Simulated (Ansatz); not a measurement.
The calculation's input:

```
crystal:
  lattice:
    - [5.411087537, 0.0, 0.0]
    - [-2.7055437685, 4.6861392692, 0.0]
    - [0.0, 0.0, 4.1174834821]
  atoms:
    - { symbol: Al, position: [0.5, 0.0, 0.0] }
    - { symbol: Al, position: [0.0, 0.5, 0.0] }
    - { symbol: Al, position: [0.5, 0.5, 0.0] }
    - { symbol: Si, position: [0.3333333333, 0.6666666667, 0.5] }
    - { symbol: Si, position: [0.6666666667, 0.3333333333, 0.5] }
    - { symbol: B, position: [0.0, 0.0, 0.5] }
basis:
  ecutwfc: 420
kpoints:
  mp_grid: { grid: [12, 12, 10] }
hamiltonian:
  xc: pbe
scf:
  occupations: { method: gaussian, width: 0.1 }
output:
  forces: true
  stress: true
  eigenvalues: true
  write_density: true
  write_potential: true
  elf: true
  volumetric_format: npy
relax:
  adjacent_minimum: "off"
  f_tol: 0.01
  max_steps: 80
  cell: { stress_tol: 0.05 }
```

Run with:

```sh
ansatz run input.yaml --threads 1 --pin off --max-ram 2560MiB --backend cpu --events-out ev --progress --plain --runs-dir out
```

Below, planes, directions and counts refer to the conventional cell (a = 5.42 Å, b = 5.42 Å, c = 4.11 Å, α = 90.00°, β = 90.00°, γ = 120.00°).

The fields are those of the relaxed geometry.

Space group P6/mmm; a structure generated by program, which may or may not match a known phase.

Computed with DFT PBE, scalar-relativistic, plane waves, PAW in Ansatz 0.2.0.

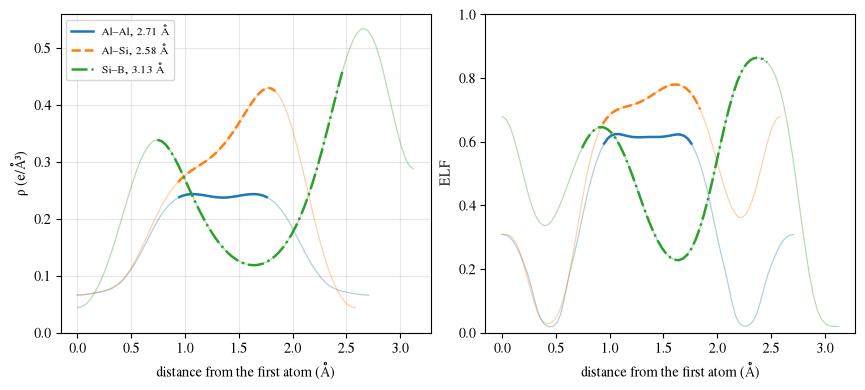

Al$_{3}$Si$_{2}$B. Valence electron density and ELF along straight lines between neighbouring atoms. Thin, pale parts lie inside the atomic spheres.

The density is the valence pseudo-density of a PAW calculation; it isn't the true density close to the nuclei.

### What can be read from the curves?

Al–Al (2.71 Å): the density is about 0.24 e/Å³ at the midpoint; the ELF peaks at about 0.60 between the atoms.
Al–Si (2.58 Å): ρ is about 0.32 e/Å³ halfway; the ELF peaks at about 0.80 in the valence shell of Si, 1.0 Å from its nucleus, and is about 0.75 at the midpoint.
Si–B (3.13 Å): ρ at the midpoint is about 0.12 e/Å³; the ELF is about 0.25 at the midpoint (no shared electron pair shows on this line).
